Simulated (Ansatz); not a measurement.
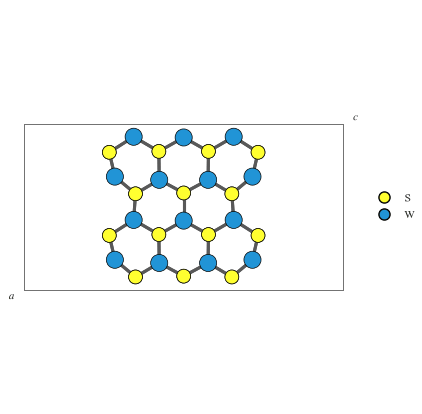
*2 relaxed periods of a body that repeats along c, seen along b; the cell edge a is 21.0 Å long*

Computed with PBE (plane waves to 420 eV, PAW; Ansatz, a program for electronic structure). Mesh 1×1×6. No spin polarisation, so a magnetic state wasn't tested. It repeats along c; a and b span vacuum. A model structure. Symmetry and one short period hold its shape; lower forms weren't sought. Values not marked SOC lack spin–orbit coupling.

Problem. What is drawn, and how wide is it?

Solution. Armchair WS2 nanoribbon, N = 7, bare edges. An idealised model, cut from the flat sheet.
It measures about 10 Å across, from nucleus to nucleus.
